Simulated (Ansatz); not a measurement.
LiNbO$_{2}$ (space group P6_3/mmc)

```xyz
8
Lattice="2.9033 0.0000 0.0000 -1.4516 2.5143 0.0000 0.0000 0.0000 10.4355" Properties=species:S:1:pos:R:3 pbc="T T T"
Li     0.0000     0.0000     0.0000
Li     0.0000     0.0000     5.2177
Nb     0.0000     1.6762     7.8266
Nb     1.4516     0.8381     2.6089
O      0.0000     1.6762     1.2854
O      1.4516     0.8381     9.1500
O      1.4516     0.8381     6.5032
O      0.0000     1.6762     3.9323
```

E(V) scan at fixed shape, V₀ the volume above. The atoms relax within the cell's symmetry.

Computed with r2SCAN (plane waves to 500 eV, PAW, scalar-relativistic; Ansatz, a quantum-chemistry and plane-wave program). k mesh 13×13×4 (Γ-centred), Fermi-Dirac smearing 0.05 eV. E stands for the smeared free energy. With the shape held, the modulus is that of even scaling; a crystal free to change shape is softer. LiNbO2 is run without spin polarisation and with no Hubbard U. LiNbO2 was relaxed with its symmetry unable to fall. The zero of ΔE is the relaxed starting cell.

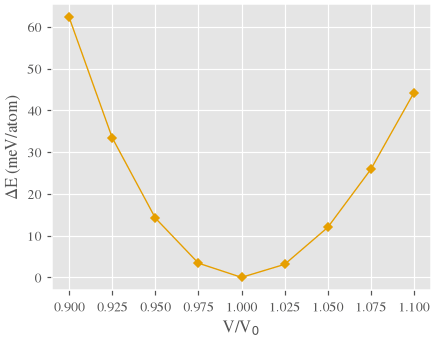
Figure. ΔE (meV/atom) against V/V₀; computed points joined by lines.

The bulk modulus at fixed cell shape B₀ (third-order Birch-Murnaghan fit) is 175 GPa. The energy cost of the largest compression comes out as 62.2 meV/atom. The pressure at the smallest volume comes out as 22.9 GPa and the energy cost of the largest expansion comes out as 44.2 meV/atom. The pressure for 5 % compression (fit) is 10.0 GPa.

Check by three points about V = 9.522 Å³/atom, step 0.238: d²E/dV² ≈ (3.4 − 2·0.0 + 3.1) meV / 0.238² = 0.115 eV/Å⁶, and V·d²E/dV² × 160.2 = 175 GPa.

(Under strain, the slope of the energy per volume gives the stress and its curvature an elastic modulus.)
